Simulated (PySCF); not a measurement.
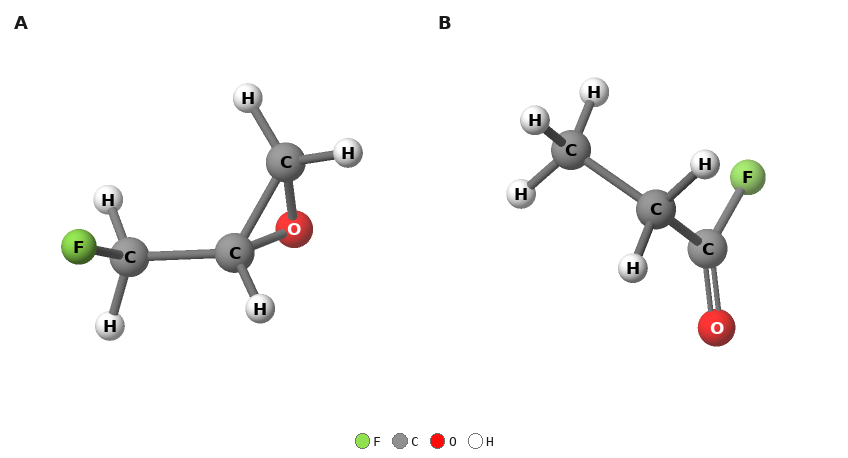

2 stationary structures of one formula. Geometries: GFN2-xTB. Electronic energies: PBE0/pcSseg-1 (PySCF 2.14.0), without zero-point energy. No frequency run is at hand to confirm each as a minimum. Each is one conformer, not always the lowest.

Question: Which structure is the most stable?

Answer: B is lowest; A lies 1.965 eV above it. A is `FC[C@@H]1CO1`, B is `CCC(=O)F`.
